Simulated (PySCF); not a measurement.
## Electronic structure of C3H10F2Si2 in real space

Input file:

```
{"job": {"xc": "PBE0", "basis": "pcSseg-1", "kind": "nmr", "pop": true}, "charge": 0, "multiplicity": 1}
C      2.300060     0.391903     0.658570
Si     1.277835     0.528849    -0.923772
F      0.463343     1.931991    -0.858167
C     -0.016563    -0.849081    -1.107507
Si    -1.288004    -1.009158     0.294543
C     -2.282737     0.569033     0.590448
F     -0.452039    -1.319442     1.651513
H      1.664506     0.253515     1.528519
H      2.982590    -0.451045     0.617471
H      2.892541     1.288284     0.819112
H      2.089606     0.681451    -2.129145
H     -0.551604    -0.695834    -2.043743
H      0.503608    -1.800455    -1.210846
H     -2.119374    -2.201663     0.145826
H     -2.859051     0.500182     1.508840
H     -2.978117     0.757152    -0.221419
H     -1.633596     1.436347     0.669850
```

Launched as:

```sh
OMP_NUM_THREADS=1 python ens_run.py task.json out
```

Geometry: GFN2-xTB.

Method: PBE0/pcSseg-1, SCF density, gas phase, non-relativistic in PySCF 2.14.0.

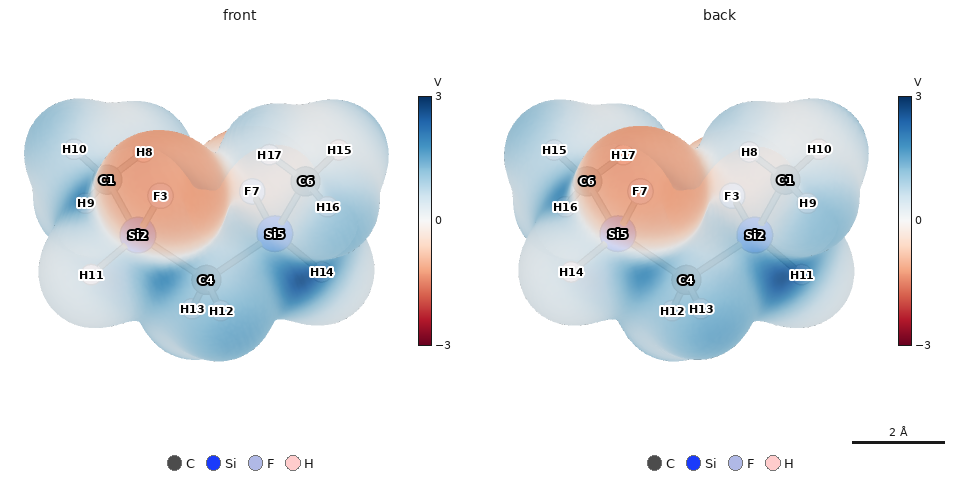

Figure 1. The molecular electrostatic potential painted on the density surface at 0.004 e/bohr³, seen from the front and from behind; the colour scale runs from red (negative) to blue (positive).

Q: Where is the surface potential most negative and most positive?

A: The most negative region (about −1.2 V) lies over F3 and F7, the most positive (about +2.4 V) over Si2 and Si5.

Q: What dipole moment does the calculation give?

A: Its dipole moment is 1.40 D.

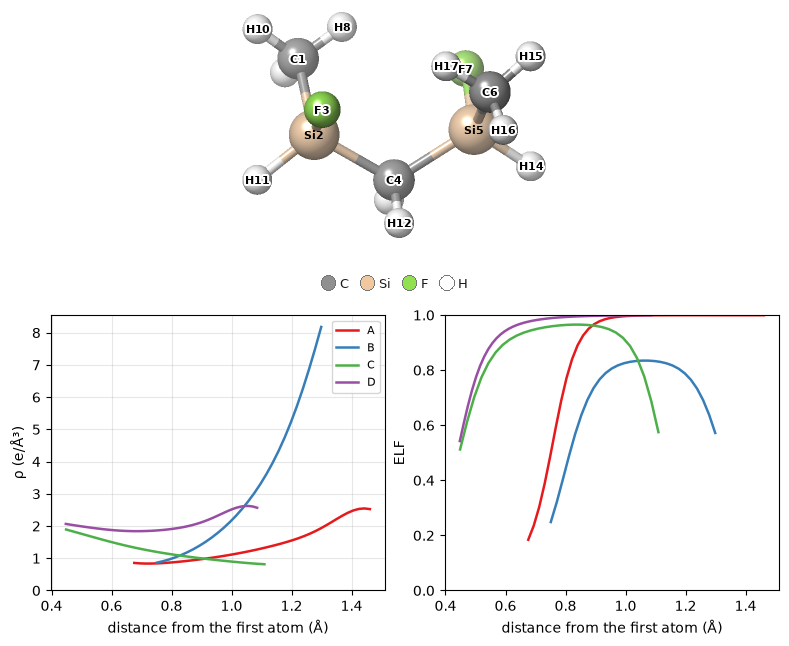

Figure 2. Total electron density and ELF along straight lines between neighbouring atoms. The curves leave out the atomic cores. The structure is drawn too.

Q: Which curve belongs to which contact (C–H, C–Si, Si–F and Si–H)? The first atom named is at distance zero.

A: Curve A: Si–H (1.46 Å): the density is about 0.84 e/Å³ at the midpoint; the ELF climbs to about 1 towards the hydrogen, as it does in any bond to H. Curve B: Si–F (1.62 Å): the density is about 1 e/Å³ at the midpoint; the ELF peaks at about 0.85 in the valence shell of F, 0.6 Å from its nucleus, and is about 0.50 at the midpoint. Curve C: C–Si (1.89 Å): ρ at the midpoint is about 0.95 e/Å³; the ELF peaks at about 0.95 between the atoms; a covalent bond. Curve D: C–H (1.09 Å): ρ at the midpoint is about 1.9 e/Å³; the ELF climbs to about 1 towards the hydrogen: an ordinary covalent bond to hydrogen.
